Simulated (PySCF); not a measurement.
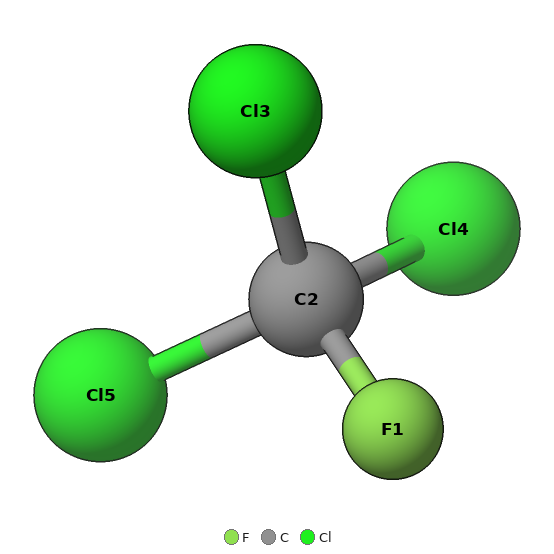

Computed geometry: PBE0-D3(BJ)/def2-TZVP optimisation. No frequency run is at hand to confirm it as a minimum. Properties computed with delta-SCF UKS SCAN, pcX-3 on the ionised atom, pcseg-2 elsewhere, spin-free X2C (PySCF 2.14.0).

Give the core-electron binding energies (to vacuum; p and d levels without spin–orbit splitting) of F1 1s, C2 1s, Cl3 1s, Cl3 2p.

| atom | level | binding energy (eV) |
| --- | --- | --- |
| F1 | 1s | 694.2 |
| C2 | 1s | 297.8 |
| Cl3 | 1s | 2829.8 |
| Cl3 | 2p | 207.7 |
